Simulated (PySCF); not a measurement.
# C4H3FO: electronic excitations and core binding energies

Aim: predict the electronic excitations and core binding energies of C4H3FO (`CC#CC(=O)F`).

Computed with PySCF 2.14.0, with density-fitted response routines of our own, on a single molecule in the gas phase. Atoms count from 0, in the outputs and in this text.

**1. Starting geometry**

9 atoms, charge 0, multiplicity 1; geometry from: GFN2-xTB.

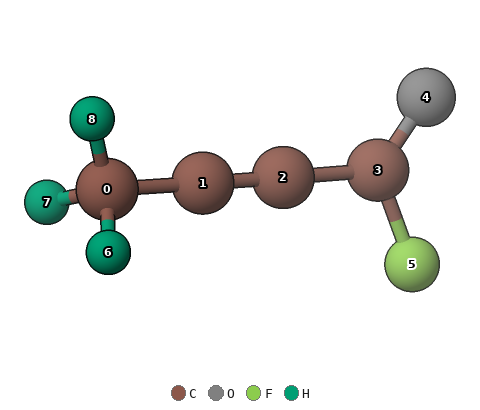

As it starts; carbon brown, oxygen grey, fluorine green, hydrogen teal, atoms numbered.

**2. TDDFT and polarisability: B3LYP/def2-SVPD**

The job: settings as JSON, then the geometry in Å.

```
{"job": {"kind": "uv", "xc": "B3LYP", "basis": "def2-SVPD", "nstates": 8, "ntriplets": 3}, "charge": 0, "multiplicity": 1}
C     -1.736611     0.494225     0.275620
C     -0.360514     0.131195     0.092483
C      0.796482    -0.169513    -0.061331
C      2.160897    -0.514941    -0.249487
O      3.089829     0.181687    -0.471972
F      2.336740    -1.869243    -0.140032
H     -2.160403    -0.072406     1.103936
H     -2.295733     0.264777    -0.631153
H     -1.817124     1.560211     0.483995
```

With the program's defaults for keys left out, this is: TDDFT B3LYP/def2-SVPD, vertical, gas phase, core orbitals frozen in the response.

Command:

```console
> OMP_NUM_THREADS=1 python probes_run.py task.json out
```

One launch serves the whole session: the jobs run in the order shown.

The log of the run:

```text
coarse grid: 8376 points
cycle   1  E = -328.7895250963  dE =  9.849e-01  |g| = 9.071e-01  |ddm| = 9.398e+00
cycle   2  E = -328.2282487881  dE =  5.613e-01  |g| = 1.927e+00  |ddm| = 3.226e+00
cycle   3  E = -328.9293638658  dE = -7.011e-01  |g| = 3.249e-01  |ddm| = 2.201e+00
cycle   4  E = -328.9492878072  dE = -1.992e-02  |g| = 9.764e-02  |ddm| = 4.562e-01
cycle   5  E = -328.9505537136  dE = -1.266e-03  |g| = 3.789e-02  |ddm| = 1.398e-01
cycle   6  E = -328.9508470802  dE = -2.934e-04  |g| = 1.268e-02  |ddm| = 6.928e-02
cycle   7  E = -328.9508813020  dE = -3.422e-05  |g| = 5.239e-03  |ddm| = 2.484e-02
cycle   8  E = -328.9508878416  dE = -6.540e-06  |g| = 9.755e-04  |ddm| = 1.018e-02
final grid: 83760 points
cycle   9  E = -329.0134824193  dE = -2.113e-05  |g| = 5.928e-03  |ddm| = 1.539e-01
cycle  10  E = -329.0134672621  dE =  1.516e-05  |g| = 1.041e-02  |ddm| = 1.885e-02
cycle  11  E = -329.0134889395  dE = -2.168e-05  |g| = 1.804e-03  |ddm| = 1.107e-02
cycle  12  E = -329.0134896342  dE = -6.947e-07  |g| = 3.453e-04  |ddm| = 2.302e-03
cycle  13  E = -329.0134896540  dE = -1.982e-08  |g| = 1.086e-04  |ddm| = 4.776e-04
cycle  14  E = -329.0134896561  dE = -2.059e-09  |g| = 5.865e-05  |ddm| = 1.886e-04
cycle  15  E = -329.0134896568  dE = -7.813e-10  |g| = 1.225e-05  |ddm| = 6.682e-05
converged SCF energy = -329.0134896568

Static polarisability (au): isotropic 53.472, principal 34.598 42.830 82.989

Singlet excitations
state   eV       nm        f      main configurations
  1   4.6571    266.2   0.00010   H->L 0.99
  2   5.6494    219.5   0.00008   H-2->L 0.98
  3   5.7762    214.6   0.12785   H-1->L 0.77, H->L+1 0.13, H->L+2 0.08
  4   6.9451    178.5   0.00027   H-1->L+1 0.60, H-1->L+2 0.38
  5   7.3849    167.9   0.00213   H->L+2 0.57, H->L+1 0.41
  6   7.6873    161.3   0.00461   H-1->L+2 0.60, H-1->L+1 0.39
  7   7.8906    157.1   0.02517   H-3->L 0.55, H-2->L+1 0.24, H-2->L+2 0.12
  8   8.0907    153.2   0.00080   H-4->L 0.99

Triplet excitations (Tamm-Dancoff, eV): 4.2922 4.2955 5.2179
```

It took 13 s on 1 thread of Arm Neoverse V1, shared host; peak memory 0.57 GiB.

Frontier orbitals and where they lie:

| orbital | eV | atoms |
| --- | --- | --- |
| HOMO−3 | -10.91 | F5 41 %, O4 38 %, C3 15 % |
| HOMO−2 | -9.42 | O4 55 %, C2 12 %, F5 12 % |
| HOMO−1 | -8.65 | C2 37 %, C1 32 %, O4 11 % |
| HOMO | -8.33 | C2 32 %, C1 31 %, O4 19 % |
| LUMO | -2.13 | C3 26 %, O4 24 %, C1 20 % |
| LUMO+1 | -0.04 | C1 26 %, C2 21 %, C0 20 % |
| LUMO+2 | 0.01 | C0 27 %, C1 24 %, C2 17 % |

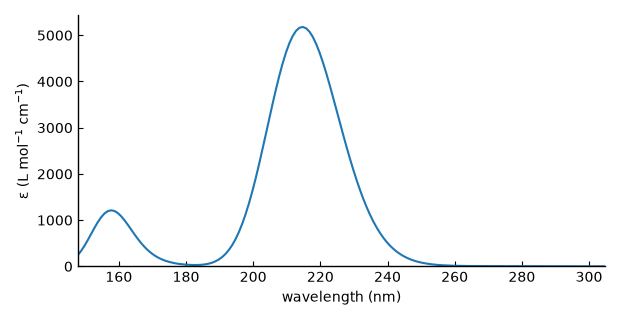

Absorption spectrum: each of the 8 states is a Gaussian band of 0.4 eV half-width at 1/e. Beyond the last state computed it falls off for lack of states.

Ground-state properties from the same run:

| property | computed |
| --- | --- |
| dipole moment (D) | 4.77 |
| polarisability (Å³) | 7.92 |
| HOMO–LUMO gap (eV) | 6.20 |
| −ε(HOMO) (eV) | 8.33 |

**3. Core-electron binding energies: SCAN, X2C**

Same as in step 2 but for these lines:

```diff
@@ -1,2 +1,2 @@
-{"job": {"kind": "uv", "xc": "B3LYP", "basis": "def2-SVPD", "nstates": 8, "ntriplets": 3}, "charge": 0, "multiplicity": 1}
+{"job": {"kind": "xps"}, "charge": 0, "multiplicity": 1}
 C     -1.736611     0.494225     0.275620
```

Method: delta-SCF UKS SCAN, pcX-2 on the ionised atom, pcseg-1 elsewhere, spin-free X2C.

The log of the run:

```text
ground state, core basis on atom 0 (C), 130 functions
  cycle   1  E = -329.11712318  |g| = 8.44e-01
  cycle   2  E = -328.52918614  |g| = 1.90e+00
  cycle   3  E = -329.21852509  |g| = 4.32e-01
  cycle   4  E = -329.25543239  |g| = 1.16e-01
  cycle   5  E = -329.25679708  |g| = 6.60e-02
  cycle   6  E = -329.25761090  |g| = 3.04e-02
  cycle   7  E = -329.25784141  |g| = 9.39e-03
  cycle   8  E = -329.25786046  |g| = 1.83e-03
  cycle   9  E = -329.25786386  |g| = 4.11e-04
  E(ground) = -329.26381552 Eh
hole in C 1s of atom 0
  cycle   1  E = -317.96124135  |g| = 1.50e+00
  cycle   2  E = -316.31231028  |g| = 2.26e+00
  cycle   3  E = -317.93988489  |g| = 9.85e-01
  cycle   4  E = -318.35559287  |g| = 5.67e-01
  cycle   5  E = -318.50270866  |g| = 1.58e-01
  cycle   6  E = -318.50683386  |g| = 1.16e-01
  cycle   7  E = -318.51076570  |g| = 4.39e-02
  cycle   8  E = -318.51148982  |g| = 2.06e-02
  cycle   9  E = -318.51167568  |g| = 5.33e-03
  cycle  10  E = -318.51170225  |g| = 2.77e-03
  cycle  11  E = -318.51172081  |g| = 1.93e-03
  cycle  12  E = -318.51173591  |g| = 1.32e-03
  cycle  13  E = -318.51174626  |g| = 7.27e-04
  cycle  14  E = -318.51174859  |g| = 3.15e-04
  E(ion) = -318.51744953 Eh   <S^2> = 0.7707   hole on atom = 1.000   binding energy = 292.424 eV
ground state, core basis on atom 1 (C), 130 functions
  cycle   1  E = -329.26377578  |g| = 6.04e-02
  cycle   2  E = -329.26342118  |g| = 4.50e-02
  cycle   3  E = -329.26312631  |g| = 5.57e-02
  cycle   4  E = -329.26388467  |g| = 1.19e-02
  cycle   5  E = -329.26392465  |g| = 1.97e-03
  cycle   6  E = -329.26392513  |g| = 4.90e-04
  E(ground) = -329.27047229 Eh
hole in C 1s of atom 1
  cycle   1  E = -317.96710200  |g| = 1.51e+00
  cycle   2  E = -315.00669880  |g| = 2.74e+00
  cycle   3  E = -318.05948279  |g| = 1.03e+00
  cycle   4  E = -318.33913645  |g| = 7.14e-01
  cycle   5  E = -318.49126277  |g| = 3.39e-01
  cycle   6  E = -318.53686759  |g| = 9.17e-02
  cycle   7  E = -318.54008313  |g| = 3.54e-02
  cycle   8  E = -318.54086220  |g| = 1.07e-02
  cycle   9  E = -318.54108373  |g| = 1.03e-02
  cycle  10  E = -318.54122621  |g| = 8.84e-03
  cycle  11  E = -318.54137810  |g| = 3.09e-03
  cycle  12  E = -318.54138999  |g| = 1.40e-03
  cycle  13  E = -318.54139310  |g| = 7.95e-04
  cycle  14  E = -318.54139395  |g| = 3.50e-04
  E(ion) = -318.54755871 Eh   <S^2> = 0.8753   hole on atom = 1.000   binding energy = 291.785 eV
ground state, core basis on atom 2 (C), 130 functions
  cycle   1  E = -329.26455496  |g| = 6.32e-02
  cycle   2  E = -329.26333345  |g| = 7.41e-02
  cycle   3  E = -329.26392812  |g| = 5.59e-02
  cycle   4  E = -329.26475044  |g| = 8.65e-03
  cycle   5  E = -329.26476701  |g| = 2.13e-03
  cycle   6  E = -329.26476793  |g| = 6.03e-04
  cycle   7  E = -329.26476671  |g| = 2.55e-04
  E(ground) = -329.27154894 Eh
hole in C 1s of atom 2
  cycle   1  E = -317.98876367  |g| = 1.51e+00
  cycle   2  E = -316.67994713  |g| = 2.18e+00
  cycle   3  E = -318.31452638  |g| = 7.53e-01
  cycle   4  E = -318.45553120  |g| = 5.10e-01
  cycle   5  E = -318.53035336  |g| = 2.59e-01
  cycle   6  E = -318.55601857  |g| = 8.03e-02
  cycle   7  E = -318.55889568  |g| = 2.13e-02
  cycle   8  E = -318.55923215  |g| = 1.12e-02
  cycle   9  E = -318.55938395  |g| = 7.49e-03
  cycle  10  E = -318.55946194  |g| = 6.49e-03
  cycle  11  E = -318.55951821  |g| = 1.71e-03
  cycle  12  E = -318.55952247  |g| = 6.55e-04
  cycle  13  E = -318.55952290  |g| = 2.66e-04
  E(ion) = -318.56602972 Eh   <S^2> = 0.8243   hole on atom = 1.000   binding energy = 291.312 eV
ground state, core basis on atom 3 (C), 130 functions
  cycle   1  E = -329.26735485  |g| = 6.29e-02
  cycle   2  E = -329.26604583  |g| = 7.68e-02
  cycle   3  E = -329.26678877  |g| = 5.36e-02
  cycle   4  E = -329.26753959  |g| = 1.04e-02
  cycle   5  E = -329.26756049  |g| = 1.54e-03
  cycle   6  E = -329.26756108  |g| = 1.03e-03
  cycle   7  E = -329.26756152  |g| = 1.48e-04
  E(ground) = -329.27338552 Eh
hole in C 1s of atom 3
  cycle   1  E = -317.84010505  |g| = 1.50e+00
  cycle   2  E = -314.51476093  |g| = 2.83e+00
  cycle   3  E = -317.82161009  |g| = 9.72e-01
  cycle   4  E = -317.93907374  |g| = 9.03e-01
  cycle   5  E = -318.32094390  |g| = 3.68e-01
  cycle   6  E = -318.35303999  |g| = 2.67e-01
  cycle   7  E = -318.37953024  |g| = 7.58e-02
  cycle   8  E = -318.38231916  |g| = 1.47e-02
  cycle   9  E = -318.38236990  |g| = 1.33e-02
  cycle  10  E = -318.38245334  |g| = 2.82e-03
  cycle  11  E = -318.38245946  |g| = 1.35e-03
  cycle  12  E = -318.38246198  |g| = 6.72e-04
  cycle  13  E = -318.38246357  |g| = 5.35e-04
  cycle  14  E = -318.38246428  |g| = 3.72e-04
  E(ion) = -318.38878682 Eh   <S^2> = 0.7832   hole on atom = 1.000   binding energy = 296.185 eV
ground state, core basis on atom 4 (O), 130 functions
  cycle   1  E = -329.28699271  |g| = 9.98e-02
  cycle   2  E = -329.28475293  |g| = 1.16e-01
  cycle   3  E = -329.28604179  |g| = 8.29e-02
  cycle   4  E = -329.28731653  |g| = 1.05e-02
  cycle   5  E = -329.28733680  |g| = 2.74e-03
  cycle   6  E = -329.28733864  |g| = 1.22e-03
  cycle   7  E = -329.28733867  |g| = 3.31e-04
  E(ground) = -329.29053746 Eh
hole in O 1s of atom 4
  cycle   1  E = -308.65976490  |g| = 2.22e+00
  cycle   2  E = -307.70929356  |g| = 2.37e+00
  cycle   3  E = -309.12564306  |g| = 8.15e-01
  cycle   4  E = -309.18575883  |g| = 7.20e-01
  cycle   5  E = -309.47579555  |g| = 1.77e-01
  cycle   6  E = -309.48687279  |g| = 1.19e-01
  cycle   7  E = -309.49199491  |g| = 2.68e-02
  cycle   8  E = -309.49229405  |g| = 1.09e-02
  cycle   9  E = -309.49235819  |g| = 3.31e-03
  cycle  10  E = -309.49236478  |g| = 8.98e-04
  cycle  11  E = -309.49236694  |g| = 4.90e-04
  E(ion) = -309.49832043 Eh   <S^2> = 0.7663   hole on atom = 1.000   binding energy = 538.574 eV
ground state, core basis on atom 5 (F), 130 functions
  cycle   1  E = -329.30135038  |g| = 1.47e-01
  cycle   2  E = -329.29070743  |g| = 2.55e-01
  cycle   3  E = -329.30208707  |g| = 6.96e-02
  cycle   4  E = -329.30299972  |g| = 6.95e-03
  cycle   5  E = -329.30301118  |g| = 3.88e-03
  cycle   6  E = -329.30301316  |g| = 1.03e-03
  cycle   7  E = -329.30301305  |g| = 2.85e-04
  E(ground) = -329.31080534 Eh
hole in F 1s of atom 5
  cycle   1  E = -302.92576510  |g| = 2.59e+00
  cycle   2  E = -302.42769198  |g| = 2.39e+00
  cycle   3  E = -303.35537181  |g| = 1.04e+00
  cycle   4  E = -303.60310968  |g| = 7.40e-01
  cycle   5  E = -303.81833643  |g| = 1.35e-01
  cycle   6  E = -303.82243803  |g| = 1.10e-01
  cycle   7  E = -303.82728577  |g| = 6.23e-02
  cycle   8  E = -303.82929588  |g| = 7.29e-03
  cycle   9  E = -303.82932099  |g| = 2.62e-03
  cycle  10  E = -303.82932436  |g| = 7.41e-04
  cycle  11  E = -303.82932483  |g| = 2.21e-04
  E(ion) = -303.84419096 Eh   <S^2> = 0.7580   hole on atom = 1.000   binding energy = 692.982 eV
```

Wall time 34 s (1 thread of Arm Neoverse V1, shared host); peak memory 0.49 GiB.

The holes in one table. −ε is the ground-state orbital energy:

| hole | stands for | environment | ΔSCF (eV) | −ε (eV) | ⟨S²⟩ |
| --- | --- | --- | --- | --- | --- |
| C1s on C0 | C0 | propargylic methyl carbon | 292.42 | 275.1 | 0.771 |
| C1s on C1 | C1 | alkyne carbon | 291.79 (doubtful) | 275.0 | 0.875 |
| C1s on C2 | C2 | alkyne carbon | 291.31 | 274.5 | 0.824 |
| C1s on C3 | C3 | carbonyl carbon | 296.19 | 278.6 | 0.783 |
| O1s on O4 | O4 | carbonyl oxygen | 538.57 | 517.3 | 0.766 |
| F1s on F5 | F5 | fluorine bonded to C | 692.98 | 667.4 | 0.758 |

Doubtful: the ion did not converge, its hole moved, or its ⟨S²⟩ is well above 0.75.

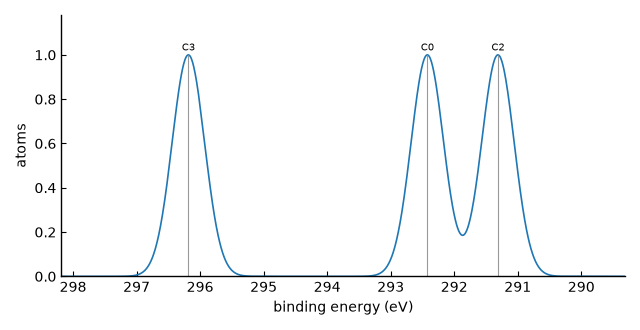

The C1s photoelectron lines, weighted by the number of atoms. Only 3 of the 4 C atoms are covered by sound results. Lines are broadened to a width of 0.60 eV (Gaussian).

**4. Results**

| quantity | value |
| --- | --- |
| lowest singlet (B3LYP/def2-SVPD) | 4.66 eV (266 nm), f = 0.000 |
| brightest single state of those computed | state 3, 5.78 eV, f = 0.128 |
| lowest triplet | 4.29 eV |
| C1s binding energies, SCAN/pcX-2 (standing for 3 of 4 atoms) | C3 296.19, C0 292.42, C2 291.31 eV |
| O1s binding energies, SCAN/pcX-2 | O4 538.57 eV |
| F1s binding energies, SCAN/pcX-2 | F5 692.98 eV |

The first singlet state (HOMO→LUMO 0.99) lies at 4.66 eV and is dark; of the 8 states computed, the strongest absorption comes from state 3 at 5.78 eV. The lowest triplet lies 0.36 eV below the lowest singlet (triplets in Tamm-Dancoff, singlets in full TDDFT). The C1s levels kept as sound span 4.87 eV, from C2 (alkyne carbon) up to C3 (carbonyl carbon). Only 3 of the 4 C atoms are covered by sound results.
